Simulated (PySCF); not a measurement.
System: C6H9O (doublet).

Input

```
{"job": {"kind": "epr", "basis": "pcH-1"}, "charge": 0, "multiplicity": 2}
C      2.785873    -0.543004    -0.977262
C      1.711387     0.091481    -0.678451
C      0.645295     0.768080    -0.097993
O      0.579756     1.993499    -0.013332
C     -0.477984    -0.156334     0.392924
C     -1.240223     0.512110     1.529774
C     -1.391728    -0.435142    -0.803325
H      3.024486    -0.831505    -1.993041
H      3.532046    -0.828766    -0.243192
H     -0.040607    -1.100104     0.736083
H     -1.591515     1.489914     1.209998
H     -0.592945     0.649565     2.393260
H     -2.094534    -0.093765     1.822780
H     -0.834471    -0.899030    -1.615146
H     -2.198437    -1.103281    -0.509259
H     -1.823997     0.495225    -1.165229
```

Run with:

```sh
OMP_NUM_THREADS=1 python probes_run.py task.json out
```

Geometry: GFN2-xTB.

Method: PySCF, UKS B3LYP, pcH-1 on C H O, non-relativistic, mean-field spin-orbit, GIAO.

Q: Predict the electron density, electron localisation function and spin density between the atoms.

A: C–O (1.23 Å): ρ is about 3.1 e/Å³ halfway; the ELF peaks at about 0.85 between the atoms; a polar covalent bond.
C–C (1.28 Å): ρ is about 2.5 e/Å³ halfway; the ELF peaks at about 0.90 between the atoms: a multiple bond.
C–C (1.39 Å): ρ at the midpoint is about 2.1 e/Å³; the ELF peaks at about 0.95 between the atoms; a covalent bond.
The unpaired spin (1 electron) lies mostly on C2 (about 0.5) and O4 (about 0.3), in electrons by Hirshfeld's partition.

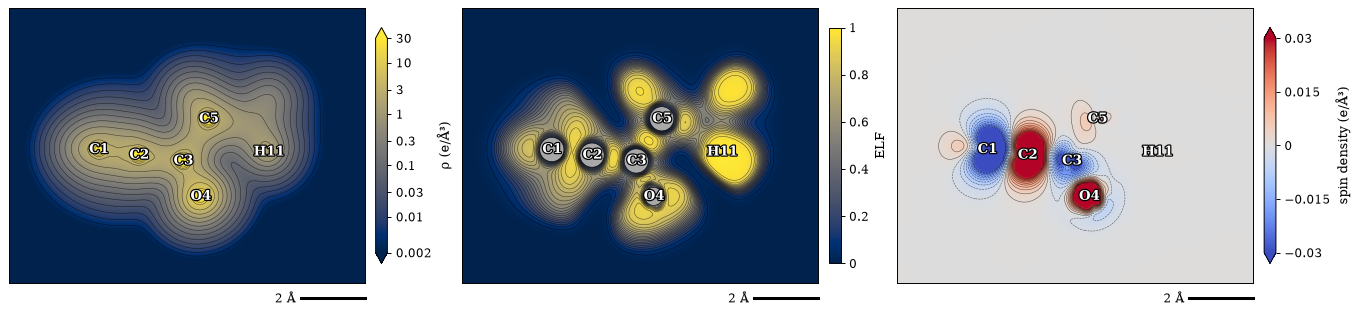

Computed electron density, electron localisation function and spin density on the plane of atoms O4, C3 and C5, in this order. Grey discs cover the atomic cores in the ELF map. 
